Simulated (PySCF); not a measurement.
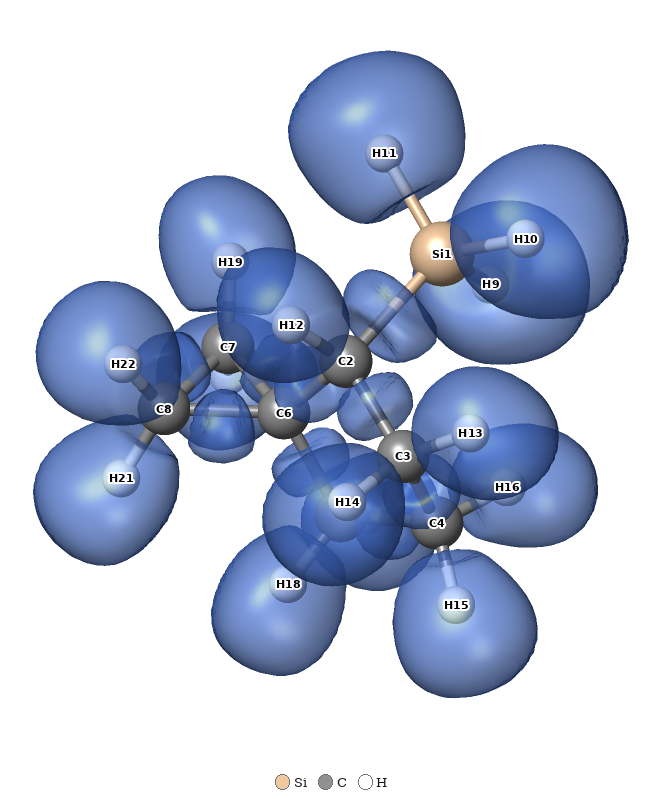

Figure. C₇H₁₄Si. Isosurface of the ELF at 0.75 (blue), seen at a tilt. Only the valence region is drawn (cores and ρ < 0.01 e/Å³ removed).

Geometry: GFN2-xTB.

The calculation used KT2/pcSseg-1, SCF density, gas phase, non-relativistic (PySCF).

```xyz
22

Si    1.7277   -1.3398    0.6711
C     0.7929   -0.2017   -0.5468
C     1.1894    1.2701   -0.4039
C     0.3566    1.7408    0.7832
C    -0.9994    1.0588    0.5743
C    -0.7057   -0.1716   -0.2777
C    -1.5012   -1.4292   -0.1020
C    -1.6831   -0.5925   -1.3348
H     1.1492   -1.2595    2.0126
H     3.1345   -0.9318    0.7101
H     1.6460   -2.7245    0.1994
H     0.9883   -0.5480   -1.5661
H     2.2584    1.4137   -0.2477
H     0.8976    1.8238   -1.3004
H     0.2705    2.8261    0.8313
H     0.8154    1.3931    1.7101
H    -1.4650    0.7906    1.5238
H    -1.6830    1.7272    0.0459
H    -0.9981   -2.3791   -0.2024
H    -2.2962   -1.4356    0.6294
H    -2.6025   -0.0344   -1.4401
H    -1.3026   -0.9770   -2.2701
```

> Describe the localisation domains.

The ELF exceeds this value in eight regions between bonded C–C atoms (shared pairs), one region between bonded C–Si atoms (shared pairs) and 14 regions around hydrogen nuclei.

Values along the shortest contacts:
C–C (1.50 Å): the ELF peaks at about 0.85 between the atoms; a shared electron pair. C–Si (1.91 Å): the ELF peaks at about 0.95 between the atoms, as expected for a shared electron pair.
